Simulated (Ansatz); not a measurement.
Fields on a plane of Ag (fcc, Cu type)

```
CELL_PARAMETERS angstrom
      0.00000     2.02739     2.02739
      2.02739     0.00000     2.02739
      2.02739     2.02739     0.00000
ATOMIC_POSITIONS crystal
  Ag 0.00000 0.00000 0.00000
```

The slice is a {111} plane (indices of the conventional cell) through the point (0.000, 0.000, 0.000) (fractional), spanned by u = [100] and v = [-1 2 0] in vectors of this cell: u (2.87 Å) and v (4.97 Å, at 90° to u). It covers one period; positions are fractions (u, v).

Atoms on it: Ag at (0.00, 0.00); Ag at (0.50, 0.50).

All values below come from PBEsol (plane waves to 420 eV, PAW, scalar-relativistic; Ansatz, a program for electronic structure). k mesh 20×20×20. Near the nuclei the fields are pseudised (PAW); where an atom keeps semicore shells as valence, they peak there. Ag was relaxed with its symmetry unable to fall. The PAW data are Ansatz's earlier set.

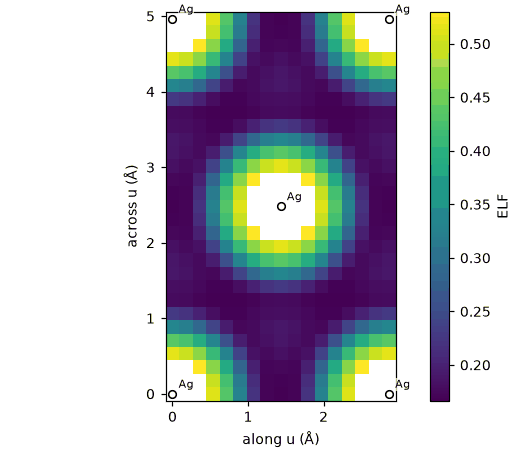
Fig. 1. Electron localisation function (ELF), one period of the plane, atoms marked. Points within 0.5 Å of a nucleus are left white, as the pseudised field means little there.

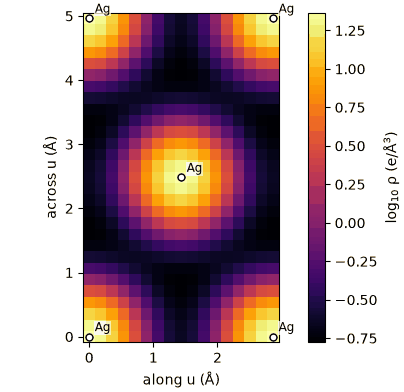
Figure: Log₁₀ of the valence density in e/Å³, one period of the plane, atoms marked. The scale is logarithmic, as a density can span decades between atoms and voids.

| Item | Value |
|---|---|
| Density on the Ag–Ag line (2.87 Å) at its midpoint | 0.23 e/Å³ |
| ELF at that point | 0.17 |
